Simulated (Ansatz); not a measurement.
The starting structures come from a database of crystals and need not be the phases stable at ambient conditions.

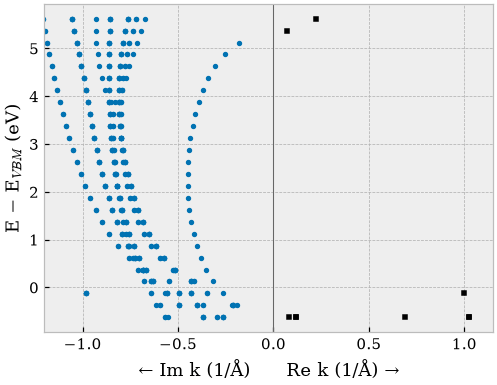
Fig. 1. Complex bands at the centre of the two-dimensional zone; PBEsol in Ansatz (a quantum-chemistry and plane-wave program)

The gap is the functional's own, uncorrected, and κ follows it; spin-orbit coupling is left out. Mid-gap values are interpolated between the computed energies.

Task: This is BaSnF6 (R-3, not sure to be the ambient phase, 8 atoms a cell, 14.6 Å³ an atom) along the normal of (001). Read off the slowest decay at the centre of the two-dimensional zone at 2.62 eV, the computed energy nearest the middle of the gap.

Result: κ ≈ 0.45 1/Å, a decay length 1/(2κ) of the density of 1.1 Å.
